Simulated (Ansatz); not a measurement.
# Geometry relaxation of AlNH₄Cl₂ (part 2 of 2)

The same run, continued: AlNH₄Cl₂; RKS PBE0-D4/6-31G* (Ansatz 0.2.0). It belongs to a series of runs on one base structure; here: end point A relaxed.

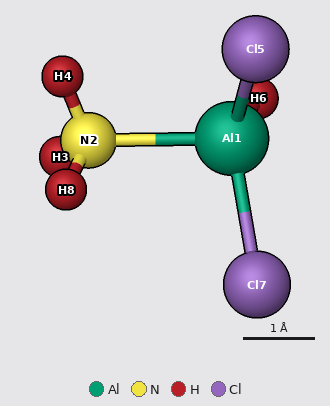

Fig. 1: The geometry at step 21 of the log (ball-and-stick view, seen at a tilt; atoms are numbered from 1 in the order of the input).

Trajectory as extended XYZ, continued:
```
8
Properties=species:S:1:pos:R:3:forces:R:3 step=11 energy=-33188.12013
Al    0.0488   -0.5899    0.1047    0.1475  -0.0511  -0.2608
N     0.1202   -0.1864    2.0930    0.1615  -0.2636   0.0874
H    -0.7846    0.0330    2.5064    0.0063   0.0091   0.0301
H     0.7825    0.5572    2.3299   -0.1254  -0.1400  -0.0816
Cl    1.8155    0.4483   -0.5128   -0.0130  -0.0050   0.0398
H    -1.3204   -0.0729   -0.4842   -0.0762   0.0467   0.0870
Cl    0.2803   -2.7224    0.2390   -0.0163   0.0869   0.0399
H     0.4560   -1.0669    2.5031   -0.0844   0.3172   0.0581
8
Properties=species:S:1:pos:R:3:forces:R:3 step=12 energy=-33188.11702 accepted=F
Al    0.0352   -0.5896    0.0595    0.4200  -0.1416   0.4118
N     0.1168   -0.1897    2.1068   -0.0660  -0.1995  -0.3053
H    -0.7959   -0.0313    2.5313    0.0112   0.0513  -0.0130
H     0.7186    0.6078    2.3134   -0.0270  -0.0691  -0.0049
Cl    1.8520    0.3719   -0.5108    0.0029   0.1261  -0.0249
H    -1.3256   -0.0347   -0.4612   -0.2715   0.1391  -0.0654
Cl    0.2815   -2.7099    0.1973   -0.0961  -0.0556   0.0133
H     0.5159   -1.0244    2.5427    0.0265   0.1493  -0.0116
8
Properties=species:S:1:pos:R:3:forces:R:3 step=13 energy=-33188.13010
Al    0.0592   -0.6095    0.0777   -0.0151   0.1044  -0.0056
N     0.1198   -0.2028    2.0811    0.1216   0.4193   0.0610
H    -0.7850    0.0254    2.4947    0.0525   0.0331  -0.0687
H     0.7810    0.5534    2.3057   -0.3013  -0.2498  -0.1579
Cl    1.8190    0.4678   -0.4983   -0.0297  -0.0663  -0.0006
H    -1.3270   -0.0545   -0.4645    0.0699  -0.0470   0.0625
Cl    0.2747   -2.7357    0.2456    0.0080   0.0409  -0.0431
H     0.4567   -1.0441    2.5370    0.0942  -0.2347   0.1525
8
Properties=species:S:1:pos:R:3:forces:R:3 step=14 energy=-33188.14085
Al    0.0690   -0.6088    0.0859    0.0077  -0.0368  -0.0066
N     0.1200   -0.2068    2.0863    0.0141  -0.0365   0.0055
H    -0.8036   -0.0368    2.4818   -0.0120   0.0007  -0.0122
H     0.7033    0.6073    2.2760    0.0089   0.0153   0.0035
Cl    1.8511    0.4142   -0.5019   -0.0048   0.0021   0.0122
H    -1.3122   -0.0253   -0.4146   -0.0176   0.0238  -0.0014
Cl    0.2453   -2.7382    0.1901    0.0018   0.0091   0.0036
H     0.5255   -1.0055    2.5755    0.0019   0.0222  -0.0047
8
Properties=species:S:1:pos:R:3:forces:R:3 step=15 energy=-33188.14199
Al    0.0694   -0.6119    0.0845    0.0043   0.0019   0.0026
N     0.1232   -0.2074    2.0847   -0.0021  -0.0022   0.0034
H    -0.8081   -0.0951    2.4833   -0.0012  -0.0071   0.0015
H     0.6540    0.6431    2.2720   -0.0029  -0.0050  -0.0135
Cl    1.8672    0.3892   -0.4936   -0.0024  -0.0018   0.0033
H    -1.3026    0.0011   -0.4135    0.0067   0.0013   0.0060
Cl    0.2147   -2.7424    0.1865   -0.0030   0.0055   0.0034
H     0.5807   -0.9765    2.5750    0.0006   0.0075  -0.0067
8
Properties=species:S:1:pos:R:3:forces:R:3 step=16 energy=-33188.10860 accepted=F
Al    0.0730   -0.6142    0.0817   -0.0034   0.0702   0.0214
N     0.1308   -0.2084    2.0802    0.0124   0.2813   0.6844
H    -0.8211   -0.2849    2.4955    0.8837   0.0566  -0.2429
H     0.4929    0.7553    2.2604   -0.3612  -0.9759  -0.1322
Cl    1.9229    0.3084   -0.4724   -0.0392  -0.0295  -0.0018
H    -1.2704    0.0800   -0.4126    0.0889  -0.0591   0.0247
Cl    0.1131   -2.7504    0.1826   -0.0068   0.0504   0.0006
H     0.7573   -0.8857    2.5636   -0.5744   0.6058  -0.3543
8
Properties=species:S:1:pos:R:3:forces:R:3 step=17 energy=-33188.14227
Al    0.0696   -0.6120    0.0844    0.0020   0.0041   0.0025
N     0.1233   -0.2081    2.0826   -0.0036  -0.0036   0.0195
H    -0.8091   -0.1112    2.4836    0.0111  -0.0104   0.0015
H     0.6403    0.6513    2.2677   -0.0039  -0.0072  -0.0084
Cl    1.8718    0.3832   -0.4894    0.0003  -0.0026  -0.0022
H    -1.2997    0.0094   -0.4108    0.0063  -0.0034  -0.0012
Cl    0.2068   -2.7429    0.1895   -0.0043   0.0039  -0.0025
H     0.5954   -0.9696    2.5714   -0.0079   0.0192  -0.0090
8
Properties=species:S:1:pos:R:3:forces:R:3 step=18 energy=-33188.14186 accepted=F
Al    0.0716   -0.6125    0.0862   -0.0239   0.0161  -0.0269
N     0.1238   -0.2103    2.0792    0.0207   0.0735   0.1772
H    -0.8127   -0.1891    2.4924    0.1959  -0.0148  -0.0502
H     0.5734    0.6938    2.2538   -0.1018  -0.1905  -0.0152
Cl    1.8941    0.3515   -0.4774   -0.0004  -0.0086  -0.0023
H    -1.2841    0.0429   -0.4095    0.0278  -0.0216   0.0008
Cl    0.1651   -2.7451    0.1905   -0.0037   0.0031  -0.0069
H     0.6673   -0.9310    2.5638   -0.1144   0.1428  -0.0765
8
Properties=species:S:1:pos:R:3:forces:R:3 step=19 energy=-33188.14285
Al    0.0700   -0.6116    0.0856   -0.0056   0.0044  -0.0140
N     0.1234   -0.2083    2.0820    0.0001   0.0197   0.0410
H    -0.8099   -0.1489    2.4902    0.0462  -0.0116  -0.0072
H     0.6077    0.6720    2.2622   -0.0256  -0.0396  -0.0061
Cl    1.8830    0.3667   -0.4837   -0.0006  -0.0025   0.0002
H    -1.2923    0.0237   -0.4128    0.0119  -0.0051   0.0023
Cl    0.1862   -2.7434    0.1880   -0.0038   0.0013   0.0001
H     0.6303   -0.9500    2.5674   -0.0226   0.0334  -0.0163
8
Properties=species:S:1:pos:R:3:forces:R:3 step=20 energy=-33188.14333
Al    0.0705   -0.6115    0.0844   -0.0078   0.0093  -0.0019
N     0.1237   -0.2087    2.0803    0.0091   0.0319   0.0796
H    -0.8084   -0.1960    2.4982    0.0984  -0.0081  -0.0247
H     0.5668    0.6954    2.2560   -0.0521  -0.0930  -0.0051
Cl    1.8962    0.3487   -0.4751   -0.0012  -0.0077  -0.0029
H    -1.2826    0.0420   -0.4156    0.0117  -0.0081  -0.0019
Cl    0.1597   -2.7442    0.1906   -0.0015   0.0019  -0.0048
H     0.6724   -0.9255    2.5602   -0.0566   0.0738  -0.0383
8
Properties=species:S:1:pos:R:3:forces:R:3 step=21 energy=-33188.14369
Al    0.0701   -0.6083    0.0872    0.0063  -0.0139  -0.0341
N     0.1231   -0.2068    2.0837    0.0112   0.0196   0.0739
H    -0.8056   -0.2299    2.5093    0.1109  -0.0025  -0.0339
H     0.5343    0.7126    2.2591   -0.0497  -0.1038  -0.0023
Cl    1.9068    0.3277   -0.4778   -0.0091   0.0021   0.0155
H    -1.2752    0.0518   -0.4234    0.0045   0.0052   0.0125
Cl    0.1433   -2.7421    0.1838   -0.0058   0.0053   0.0133
H     0.7015   -0.9049    2.5571   -0.0682   0.0880  -0.0449
8
Properties=species:S:1:pos:R:3:forces:R:3 step=22 energy=-33188.14420
Al    0.0708   -0.6082    0.0815    0.0063  -0.0047   0.0245
N     0.1243   -0.2071    2.0785    0.0026   0.0207   0.1237
H    -0.7980   -0.2799    2.5153    0.1548   0.0074  -0.0587
H     0.4901    0.7320    2.2547   -0.0568  -0.1458  -0.0077
Cl    1.9210    0.3125   -0.4643   -0.0097  -0.0099  -0.0027
H    -1.2660    0.0707   -0.4248    0.0013   0.0027  -0.0089
Cl    0.1132   -2.7423    0.1947    0.0008   0.0094  -0.0071
H     0.7429   -0.8776    2.5435   -0.0993   0.1202  -0.0631
8
Properties=species:S:1:pos:R:3:forces:R:3 step=23 energy=-33188.14505
Al    0.0701   -0.6080    0.0837    0.0079  -0.0038  -0.0035
N     0.1242   -0.2063    2.0802    0.0004   0.0137   0.0873
H    -0.7931   -0.2995    2.5213    0.1078   0.0065  -0.0438
H     0.4701    0.7391    2.2572   -0.0386  -0.1041  -0.0087
Cl    1.9245    0.3010   -0.4658   -0.0025  -0.0042   0.0055
H    -1.2597    0.0789   -0.4307   -0.0022  -0.0005   0.0048
Cl    0.1041   -2.7423    0.1914   -0.0037   0.0104   0.0035
H     0.7583   -0.8627    2.5419   -0.0691   0.0820  -0.0452
8
Properties=species:S:1:pos:R:3:forces:R:3 step=24 energy=-33188.14616
Al    0.0706   -0.6064    0.0823    0.0073   0.0073   0.0075
N     0.1256   -0.2053    2.0787    0.0019   0.0038  -0.0365
H    -0.7808   -0.3443    2.5233   -0.0093  -0.0030   0.0183
H     0.4275    0.7518    2.2586   -0.0059  -0.0024   0.0030
Cl    1.9371    0.2818   -0.4586   -0.0008  -0.0031  -0.0025
H    -1.2521    0.0940   -0.4326    0.0019   0.0006   0.0009
Cl    0.0791   -2.7398    0.1962   -0.0021  -0.0011  -0.0003
H     0.7914   -0.8316    2.5310    0.0070  -0.0021   0.0095
8
Properties=species:S:1:pos:R:3:forces:R:3 step=25 energy=-33188.14673
Al    0.0736   -0.6031    0.0812   -0.0051   0.0093   0.0111
N     0.1258   -0.2044    2.0773    0.0065   0.0213   0.0368
H    -0.7617   -0.4239    2.5330    0.0905   0.0254  -0.0231
H     0.3492    0.7757    2.2608   -0.0301  -0.1025  -0.0035
Cl    1.9600    0.2457   -0.4541   -0.0096  -0.0054   0.0027
H    -1.2348    0.1225   -0.4361    0.0088   0.0011  -0.0036
Cl    0.0360   -2.7358    0.2013    0.0020  -0.0034  -0.0032
H     0.8502   -0.7766    2.5155   -0.0630   0.0543  -0.0171
8
Properties=species:S:1:pos:R:3:forces:R:3 step=26 energy=-33188.14708
Al    0.0719   -0.6043    0.0819    0.0039   0.0065   0.0043
N     0.1259   -0.2046    2.0775   -0.0013  -0.0018  -0.0009
H    -0.7591   -0.4239    2.5351    0.0351   0.0095  -0.0022
H     0.3476    0.7745    2.2596   -0.0119  -0.0331   0.0019
Cl    1.9581    0.2447   -0.4525   -0.0006  -0.0026   0.0008
H    -1.2332    0.1249   -0.4382    0.0012  -0.0035   0.0009
Cl    0.0366   -2.7373    0.1994   -0.0029   0.0025  -0.0010
H     0.8507   -0.7740    2.5162   -0.0236   0.0226  -0.0038
8
Properties=species:S:1:pos:R:3:forces:R:3 step=27 energy=-33188.14734
Al    0.0723   -0.6038    0.0818   -0.0003  -0.0001   0.0003
N     0.1259   -0.2046    2.0765    0.0005  -0.0009   0.0000
H    -0.7506   -0.4423    2.5396    0.0006  -0.0016   0.0004
H     0.3270    0.7781    2.2592   -0.0019   0.0002   0.0003
Cl    1.9635    0.2354   -0.4493    0.0022  -0.0002  -0.0002
H    -1.2288    0.1309   -0.4396   -0.0011   0.0015  -0.0009
Cl    0.0250   -2.7364    0.1978   -0.0012  -0.0013   0.0000
H     0.8641   -0.7572    2.5131    0.0013   0.0024   0.0000
8
Properties=species:S:1:pos:R:3:forces:R:3 step=28 energy=-33188.14736
Al    0.0715   -0.6034    0.0818    0.0055   0.0003  -0.0068
N     0.1263   -0.2044    2.0751    0.0049   0.0148   0.1047
H    -0.7289   -0.4989    2.5503    0.0774   0.0262  -0.0426
H     0.2669    0.7907    2.2595   -0.0123  -0.0909  -0.0149
Cl    1.9771    0.2074   -0.4422    0.0057   0.0011  -0.0014
H    -1.2141    0.1543   -0.4454   -0.0039  -0.0054   0.0020
Cl   -0.0057   -2.7353    0.1974   -0.0049   0.0035   0.0001
H     0.9052   -0.7103    2.5025   -0.0723   0.0504  -0.0411
8
Properties=species:S:1:pos:R:3:forces:R:3 step=29 energy=-33188.14763
Al    0.0740   -0.6023    0.0810   -0.0098  -0.0070   0.0002
N     0.1267   -0.2043    2.0749    0.0045   0.0040   0.0353
H    -0.7282   -0.4961    2.5485    0.0113   0.0013  -0.0148
H     0.2692    0.7886    2.2592   -0.0009  -0.0117  -0.0029
Cl    1.9795    0.2103   -0.4411   -0.0033  -0.0024  -0.0013
H    -1.2168    0.1486   -0.4432    0.0048   0.0068  -0.0035
Cl   -0.0084   -2.7338    0.1970    0.0055  -0.0014  -0.0011
H     0.9025   -0.7110    2.5028   -0.0122   0.0103  -0.0119
8
Properties=species:S:1:pos:R:3:forces:R:3 step=30 energy=-33188.14771
Al    0.0730   -0.6025    0.0814    0.0004  -0.0003  -0.0012
N     0.1267   -0.2039    2.0759   -0.0008   0.0002   0.0004
H    -0.7252   -0.5040    2.5489    0.0002  -0.0007   0.0004
H     0.2608    0.7898    2.2607   -0.0009   0.0001   0.0002
Cl    1.9801    0.2052   -0.4421    0.0001  -0.0005  -0.0001
H    -1.2138    0.1539   -0.4448    0.0003   0.0006   0.0002
Cl   -0.0105   -2.7339    0.1977   -0.0002   0.0002   0.0004
H     0.9073   -0.7044    2.5012    0.0008   0.0004  -0.0004
```

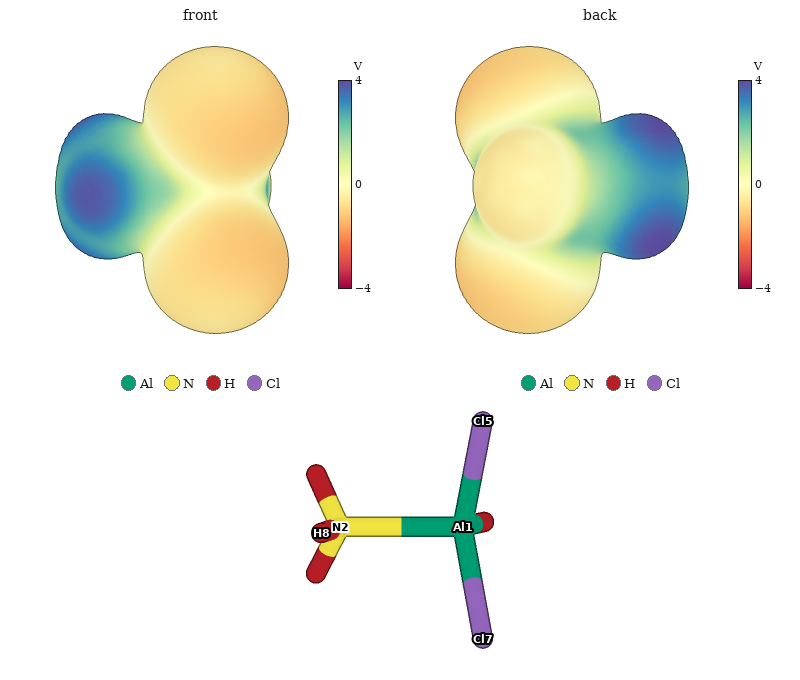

Fig. 2: The electrostatic potential painted on the density surface at 0.004 e/bohr³, seen face on and from behind; the colour scale runs from red (negative) to blue (positive). The bare structure is drawn below in the same view. A positive charge is drawn to the negative regions and a negative charge to the positive ones.

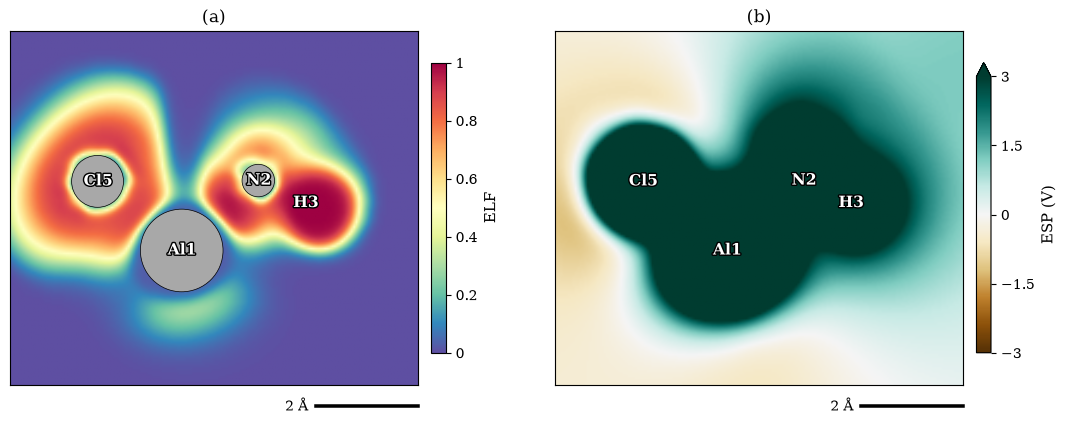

Fig. 3: (a) ELF; (b) molecular electrostatic potential on the plane of atoms N2, Al1 and Cl5. Grey discs, where drawn, cover atomic cores. Al–N (2.03 Å): the ELF peaks at about 0.95 in the valence shell of N, 0.7 Å from its nucleus, and is about 0.70 at the midpoint. Al–Cl (2.14 Å): the ELF peaks at about 0.90 in the valence shell of Cl, 0.9 Å from its nucleus, and is about 0.85 at the midpoint.

The run was set up as follows.

The input:
```yaml
crystal:
  periodic: [false, false, false]
  atoms:
    - { symbol: Al, position_ang: [-0.007059, 0.175075, 0.155108] }
    - { symbol: "N", position_ang: [0.034902, 0.139727, 2.024629] }
    - { symbol: H, position_ang: [-0.809224, 0.243229, 2.573961] }
    - { symbol: H, position_ang: [0.836116, 0.49743, 2.529038] }
    - { symbol: Cl, position_ang: [1.818594, 0.538807, -0.808214] }
    - { symbol: H, position_ang: [-1.362389, -0.016477, -0.616341] }
    - { symbol: Cl, position_ang: [0.50279, -3.099294, 1.031809] }
    - { symbol: H, position_ang: [0.384669, -2.078398, 1.88901] }
basis:
  gaussian: { orbitals: "6-31G*" }
hamiltonian:
  xc: pbe0
  dispersion: d4
relax:
  f_tol: 0.03
  max_steps: 50
output:
  orbitals: {}
```

Launch command:
```bash
ansatz run input.yaml --threads 1 --pin off --max-ram 2048MiB --backend cpu --events-out ev --progress --plain --runs-dir out
```

Summary:

| quantity | value |
| --- | --- |
| outcome | converged |
| total energy | −33188.1477 eV |
| mean-field energy | −33187.9865 eV |
| largest force (length of the vector) at the end | 0.001 eV/Å |
| hardware | 1 thread of Arm Neoverse V1, 24 GiB of memory available, shared host |
| wall time | 2 min |
| peak memory | 0.17 GiB |
